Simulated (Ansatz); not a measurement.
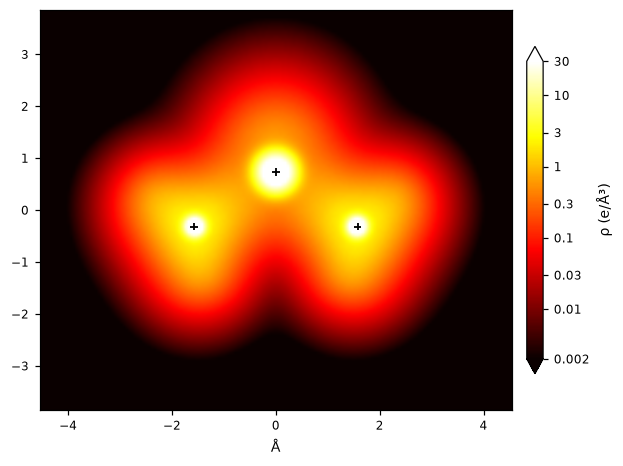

The electron density on a plane through atoms (crosses mark nuclei in the plane).

Level of theory: Ansatz 0.2.0, RKS PBE0-D4/def2-TZVPP.

Candidates:
A. AlH4N
B. SiH4···H2Si···H2
C. C2H8Si

> Which candidate gave the map?

Candidate C: C2H8Si on the plane of atoms C2, Si1 and C3, which holds Si and C. C–Si (1.89 Å): ρ at the midpoint is about 0.91 e/Å³.
